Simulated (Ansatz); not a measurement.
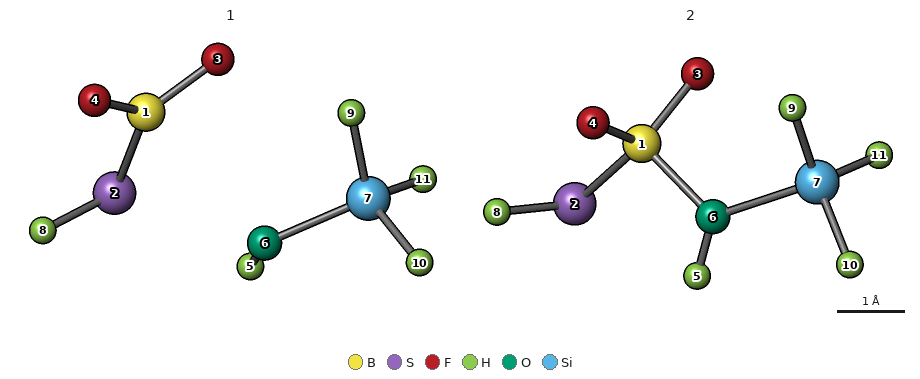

Two geometries of BSiH5SOF2, drawn at one scale. One is the start of a relaxation, the other its converged end. The picture is a ball-and-stick view, seen at a tilt.

These are results of UKS LDA/6-31G (Ansatz 0.2.0), not measurements. (collinear spin; force threshold 0.03 eV/Å; at most 50 steps)

Q: Which one is relaxed?

A: Structure 2 is the relaxed one. The run prepares an end point of a later path (reaction) calculation, from a guessed geometry. After 12 accepted moves (13 points after the start) the energy has fallen by 22.0 kcal/mol. The largest force component goes from 0.55 to 0.011 eV/Å. The line search rejected the trial step at point 9 of the run. B1 moves most after the best rigid fit: 0.72 Å. Largest moves by element: B 0.72 Å, F 0.68 Å, O 0.56 Å, H 0.50 Å, Si 0.30 Å, S 0.17 Å. Some distances before and after: B1–O6 2.785 → 1.583 Å, B1–Si7 3.790 → 2.910 Å, B1–S2 1.870 → 1.928 Å, B1–F3 1.352 → 1.404 Å. New bonds form, among them: B1–O6 (2.78 → 1.58 Å). Among the angles between lasting bonds that change: S2–B1–F4 121.6° → 114.5°, O6–Si7–H10 110.0° → 103.4°, F3–B1–F4 119.5° → 113.2°. Groups turn about O6–Si7 by about 70°. Cost: 28 s on 2 threads of AMD EPYC 7B13 (Zen 3), with other jobs on the host, peak memory 0.23 GiB.

Limits of the set-up: the start holds two separate molecules, 2.7 Å apart at their closest, whose relative position is a soft coordinate and is computed without a dispersion correction; the basis has no polarisation functions, which atoms past neon need.
